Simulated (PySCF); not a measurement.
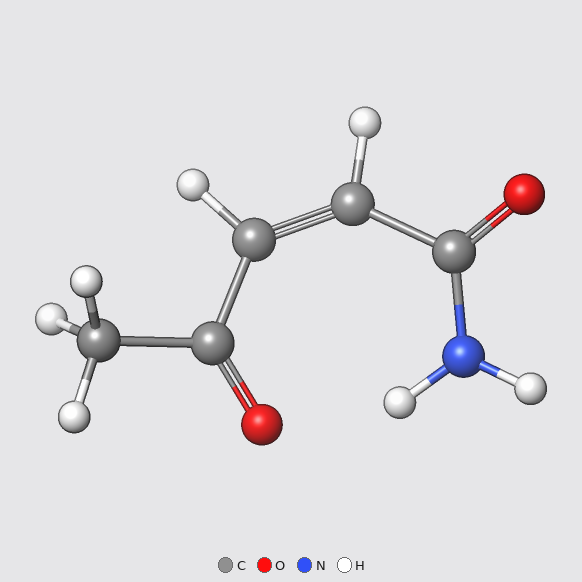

The picture shows a molecular structure as a ball-and-stick model. Multiple sticks mark multiple bonds (one Kekulé form).

The computed structure is the end point of a GFN2-xTB optimisation. No frequency run is at hand to confirm it as a minimum.

Description:

Formula C5H7NO2. SMILES: `CC(=O)/C=C\C(N)=O`. It has no ring. Among its groups: ketone, amide, alkene. The point group is C1. Coordination, clear cases only: 1 C tetrahedral; 4 C trigonal planar.

The parts below concern this one geometry. Atoms keep their numbers from picture to picture.

Electronic properties

No frequency run is at hand to confirm it as a minimum. Level of theory: PBE0/def2-SVPD, gas phase (PySCF 2.14.0). Excitations: vertical, linear response.

Computed properties:

- dipole moment: 4.32 D
- HOMO energy (Kohn–Sham orbital): −7.57 eV
- LUMO energy (Kohn–Sham orbital): −2.54 eV
- HOMO–LUMO gap: 5.03 eV
- mean static polarisability: 76.7 bohr³
- lowest vertical singlet excitation: 3.64 eV
- its oscillator strength: 0.005
- brightest of the 6 lowest singlets: 5.63 eV
- its oscillator strength: 0.29

Bond orders

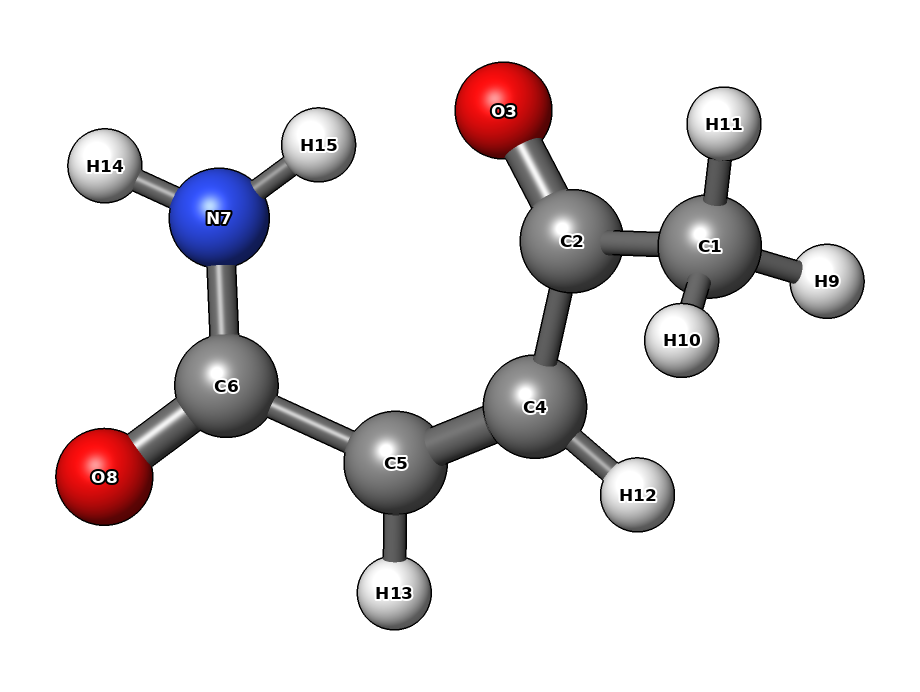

The thickness of each stick grows with its Mayer bond order. No frequency run is at hand to confirm it as a minimum. Computed with PBE0/pcSseg-1 (PySCF 2.14.0).

List the Mayer bond orders of C1–C2, C1–H9, C1–H10, C1–H11, C2–O3, C2–C4, C4–C5, C4–H12, C5–C6, C5–H13, C6–N7, C6–O8, N7–H14, N7–H15.

```
  bond  Mayer order  length (Å)
 C1–C2         1.02       1.505
 C1–H9         0.94       1.089
C1–H10         0.94       1.088
C1–H11         0.95       1.087
 C2–O3         1.90       1.214
 C2–C4         0.97       1.476
 C4–C5         1.82       1.338
C4–H12         0.94       1.084
 C5–C6         0.98       1.497
C5–H13         0.94       1.084
 C6–N7         1.27       1.343
 C6–O8         1.88       1.217
N7–H14         0.93       1.008
N7–H15         0.89       1.015
```

NMR shielding

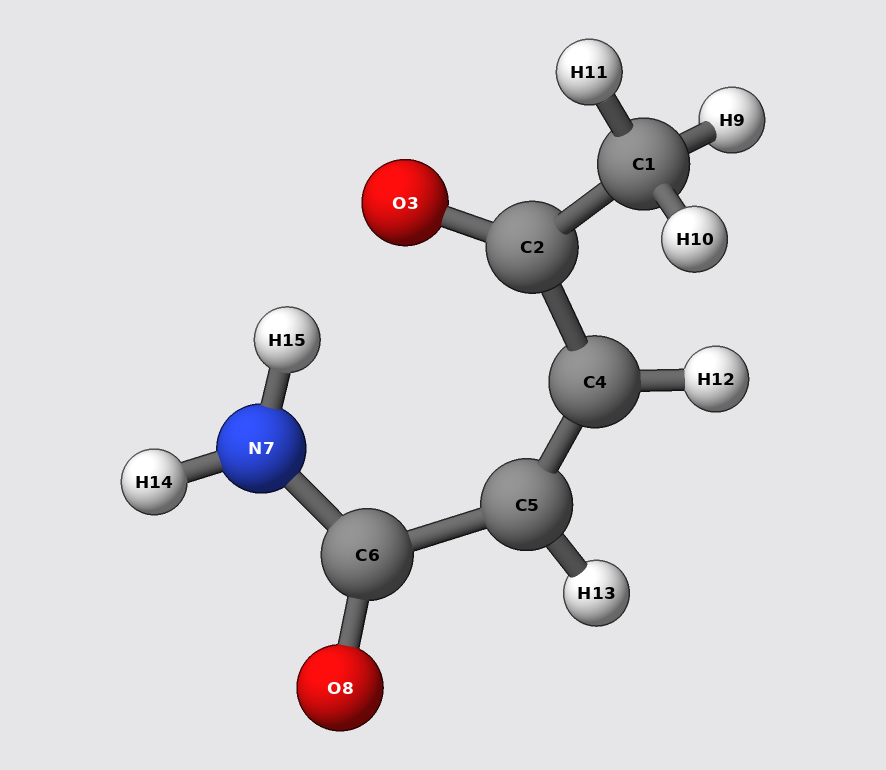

No frequency run is at hand to confirm it as a minimum. Method: GIAO PBE0/pcSseg-1 NMR shielding, non-relativistic, gas phase (PySCF 2.14.0). Principal shieldings σ11 ≤ σ22 ≤ σ33, span Ω = σ33 − σ11, skew κ = 3(σiso − σ22)/Ω.

Give the shielding tensors of the N atoms.

| atom | σ11 | σ22 | σ33 | σiso | Ω | κ |
| --- | --- | --- | --- | --- | --- | --- |
| N7 | 38.8 | 151.9 | 230.0 | 140.2 | 191.1 | −0.18 |

Shieldings and span in ppm.

Charges

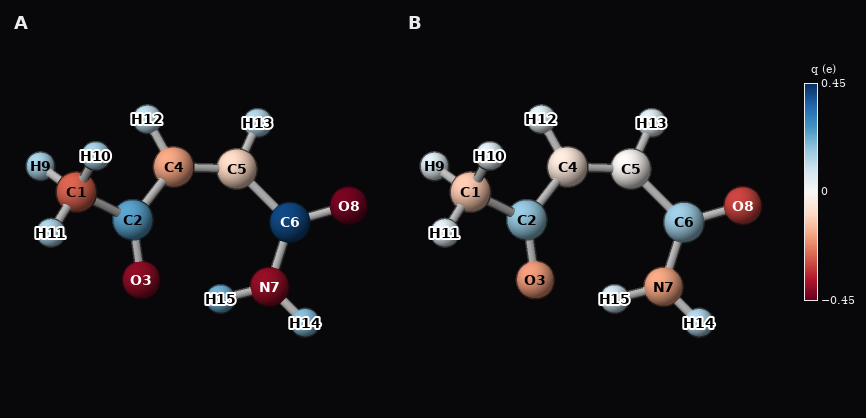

Atomic charges of one calculation by 2 schemes, on one colour scale. No frequency run is at hand to confirm it as a minimum. Computed with PBE0/pcSseg-1 (PySCF 2.14.0).

**The schemes are Hirshfeld, Mulliken. Which panel shows which?**

A Mulliken, B Hirshfeld.

List the charges (e), one line for each set of equivalent atoms.

```
atom  Mulliken  Hirshfeld
  C1     −0.27      −0.12
  C2      0.24       0.17
  O3     −0.40      −0.19
  C4     −0.18      −0.05
  C5     −0.09      −0.01
  C6      0.41       0.16
  N7     −0.40      −0.18
  O8     −0.43      −0.30
  H9      0.15       0.06
 H10      0.15       0.06
 H11      0.15       0.06
 H12      0.12       0.05
 H13      0.14       0.06
 H14      0.19       0.14
 H15      0.22       0.09
```

Mulliken values depend strongly on the basis set and can even reverse the polarity of a bond.
